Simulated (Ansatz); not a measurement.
## Pressure series in SiO2

The parent structure is SiO$_{2}$ (space group Pbcn, No. 60; a = 4.082 Å, b = 5.041 Å, c = 4.496 Å; a cell from a computed database, its experimental status unchecked).

Cell and atoms are relaxed at each pressure.

Computed with PBEsol in Ansatz (plane waves to 420 eV, PAW, without spin-orbit coupling).

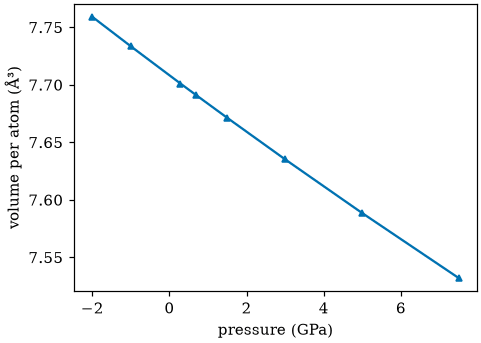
*Volume against pressure*

**Question.** Estimate the zero-pressure bulk modulus from the plot.

**Answer.** About 310 GPa; a third-order Birch–Murnaghan fit to the points gives V₀ = 7.71 Å³/atom, B₀ = 308 GPa and B₀′ = 4.3.

Load acts through the strain it causes; cell and atoms are relaxed under it. Whether these cells are dynamically stable was not tested. No other phases were tried under pressure.

Ansatz is a quantum-chemistry and plane-wave program.
